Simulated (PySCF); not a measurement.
SMILES CC(C)CO (C4H10O), singlet at its GFN2-xTB optimised geometry (Å):

```
15

C      1.6716    -0.1083     0.0000
C      0.1461    -0.1083     0.0000
C     -0.4015     1.3164     0.0000
C     -0.3857    -0.8810    -1.2144
O     -1.7876    -1.0082    -1.2191
H      2.0492     0.3752    -0.8982
H      2.0591    -1.1243     0.0318
H      2.0490     0.4311     0.8654
H     -0.2056    -0.6197     0.9062
H     -1.4849     1.3021    -0.0924
H     -0.1348     1.8312     0.9201
H      0.0056     1.8743    -0.8404
H      0.0873    -1.8743    -1.2543
H     -0.1398    -0.3462    -2.1347
H     -2.0591    -1.4405    -0.4016
```

Level of theory: PBE/def2-TZVP in PySCF.

Map of the electrostatic potential (hartree/e), clipped to [-0.08, 0.12] on the plane z = 1.5 Å:

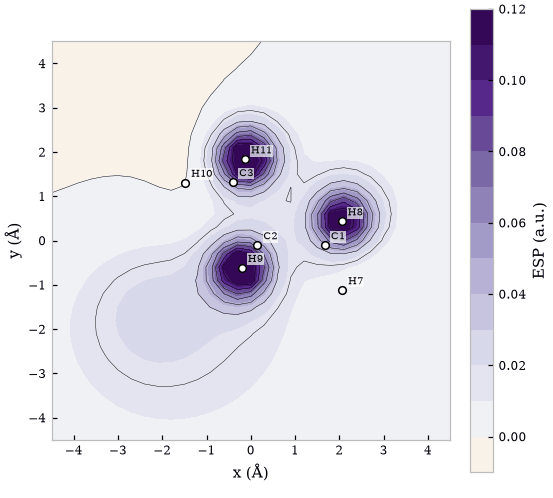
Figure: Electrostatic potential (hartree/e), clipped to [-0.08, 0.12] on the plane z = 1.5 Å.
